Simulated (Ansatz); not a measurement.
**wB97X/def2-SVPD run of CH6Ge (methyl germane)**

What is the electronic atomisation energy of CH6Ge (methyl germane) at wB97X/def2-SVPD? 

The calculation is run with Ansatz 0.2.0.

28 further runs of the same task are left out: 28 set aside as unsound or not needed.

**1. The molecule**

The species is CH6Ge (8 atoms), meant as a singlet with charge 0. As SMILES, `[CH3][GeH3]`. Geometry: relaxed at PBE0-D4/def2-TZVP.

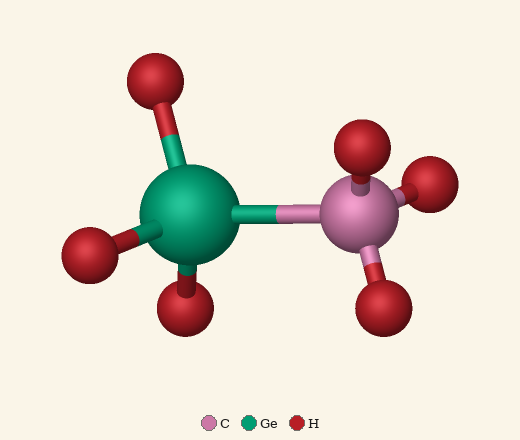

Viewed from a chosen angle; carbon pink, germanium teal, hydrogen red.

**2. A single-point energy at wB97X/def2-SVPD**

The input, molecule.yaml:

```yaml
crystal:
  periodic: [false, false, false]
  atoms:
    - {symbol: C, position_ang: [-0.310900, 0.190300, -0.971400]}
    - {symbol: Ge, position_ang: [0.296900, -0.181900, 0.846700]}
    - {symbol: H, position_ang: [-1.380100, 0.404200, -0.976500]}
    - {symbol: H, position_ang: [0.218800, 1.052200, -1.378400]}
    - {symbol: H, position_ang: [-0.124600, -0.669400, -1.616000]}
    - {symbol: H, position_ang: [0.030700, 1.028200, 1.760100]}
    - {symbol: H, position_ang: [1.807100, -0.479600, 0.857700]}
    - {symbol: H, position_ang: [-0.445700, -1.401200, 1.422100]}
basis:
  gaussian:
    orbitals: def2-SVPD
total_charge: 0
hamiltonian:
  xc: {name: wB97X}
accuracy: high
output: {orbitals: {seedname: orbitals}}
```

Started as:

```sh
$ ansatz run molecule.yaml --threads 1 --pin off --max-ram 3480MiB --events-out events.jsonl --progress --plain --runs-dir runs
```

The program printed:

```text
Warning: RAYON_NUM_THREADS=1 ignored (pool sized by the plan → 1); use --threads N
Functional definition: wB97X
  name "wB97X"
  parameter omega = 0.3/bohr
  parameter cx = 0.157706
  parameter cx1 = 0.726479
  parameter cx2 = 1.04760
  parameter cx3 = -5.70635
  parameter cx4 = 13.2794
  parameter css1 = -4.33879
  parameter css2 = 18.2308
  parameter css3 = -31.7430
  parameter css4 = 17.2901
  parameter cos1 = 2.37031
  parameter cos2 = -11.3995
  parameter cos3 = 6.58405
  parameter cos4 = -3.78132
  exchange = spin_sum(e_x_unif_sr(omega)*poly(b97_u_x, 1 - cx, cx1, cx2, cx3, cx4)) + cx*exact_x_sr(omega)
      + exact_x_lr(omega)
  correlation = spin_sum(e_c_pw_same_spin*poly(b97_u_same, 1, css1, css2, css3, css4))
      + integral(e_c_pw_opposite_spin*poly(b97_u_opposite, 1, cos1, cos2, cos3, cos4))
2130 factors; integrals over basis functions are off by at most 4.4e-9 eV
430 factors; integrals over basis functions are off by at most 2.1e-9 eV
mean field evaluation 1: about -57644.1837 eV, gradient 3.0e1 eV
mean field evaluation 2: about -57644.9544 eV, gradient 2.4e1 eV
mean field evaluation 4: about -57646.0406 eV, gradient 9.4e-1 eV
mean field evaluation 8: about -57646.0694 eV, gradient 6.8e-3 eV
mean field evaluation 16: about -57646.0694 eV, gradient 2.1e-6 eV
mean field -57646.06943195 eV, -2118.4539777148 hartree, gradient 6.0e-8 eV, S^2 0.000000; 0 other end points of the search recorded, 0 dependent functions left out
reference -57646.06942844 eV, -2118.4539775859 hartree; 22, 22 occupied and 84, 84 virtual orbitals, 2130 factors
Total energy: -57646.06942844 eV, -2118.4539775859 hartree
```

Wall time 30 s (1 thread of Arm Neoverse V1, shared host); peak memory 0.57 GiB.

**3. The C atom at the same level**

The input, run.yaml:

```yaml
crystal:
  periodic: [false, false, false]
  atoms:
    - {symbol: C, position_ang: [0.000000, 0.000000, 0.000000]}
basis:
  gaussian: {orbitals: def2-SVPD}
accuracy: high
magnetization: {spin_polarized: true, initial_magnetization: 2}
hamiltonian: {xc: {name: wB97X}}
```

Started as:

```sh
$ ansatz run run.yaml --threads 1 --pin off --max-ram 3480MiB --events-out events.jsonl --progress --plain --runs-dir runs
```

The program printed, shortened:

```text
Warning: RAYON_NUM_THREADS=1 ignored (pool sized by the plan → 1); use --threads N
[... 2 set-up lines as earlier in the session ...]
[...]
      + exact_x_lr(omega)
[...]
      + integral(e_c_pw_opposite_spin*poly(b97_u_opposite, 1, cos1, cos2, cos3, cos4))
163 factors; integrals over basis functions are off by at most 3.2e-9 eV
94 factors; integrals over basis functions are off by at most 4.4e-10 eV
[...]
mean field -1028.65422660 eV, -37.8023455808 hartree, gradient 3.5e-8 eV, S^2 2.006064; 0 other end points of the search recorded, 0 dependent functions left out
reference -1028.65422502 eV, -37.8023455225 hartree; 4, 2 occupied and 16, 18 virtual orbitals, 163 factors
Total energy: -1028.65422502 eV, -37.8023455225 hartree
```

Wall time 1.5 s (1 thread of Arm Neoverse V1, shared host); peak memory 0.13 GiB.

**4. The Ge atom, same level**

The input, molecule.yaml:

```yaml
basis:
  gaussian: {orbitals: def2-SVPD}
crystal:
  periodic: [false, false, false]
  atoms:
    - {symbol: Ge, position_ang: [0.000000, 0.000000, 0.000000]}
magnetization: {spin_polarized: true, initial_magnetization: 2}
hamiltonian: {xc: {name: wB97X}}
accuracy: high
```

Run the same way, it converges to -2076.69130 Eh (log not shown).

**5. The H atom at the same level**

The input, input.yaml:

```yaml
crystal:
  periodic: [false, false, false]
  atoms:
    - {symbol: H, position_ang: [0.000000, 0.000000, 0.000000]}
basis:
  gaussian:
    orbitals: def2-SVPD
magnetization:
  spin_polarized: true
  initial_magnetization: 1
hamiltonian:
  xc: {name: wB97X}
accuracy: high
```

Run the same way, it converges to -0.50060 Eh (log not shown).

**6. Outcome**

At wB97X/def2-SVPD:

| quantity | value |
| --- | --- |
| molecule: total energy | -2118.45398 Eh |
| molecule: HOMO energy | -11.34 eV |
| molecule: LUMO energy | 2.08 eV |
| molecule: HOMO–LUMO gap | 13.42 eV |
| C atom: total energy | -37.80235 Eh |
| C atom: ⟨S²⟩ | 2.006 |
| Ge atom: total energy | -2076.69130 Eh |
| Ge atom: ⟨S²⟩ | 2.003 |
| H atom: total energy | -0.50060 Eh |
| H atom: ⟨S²⟩ | 0.750 |
| electronic atomisation energy | 26.033 eV |

What this shows: Taking the molecule apart into free atoms costs 26.03 eV (600 kcal/mol), before zero-point energy and without spin-orbit coupling.
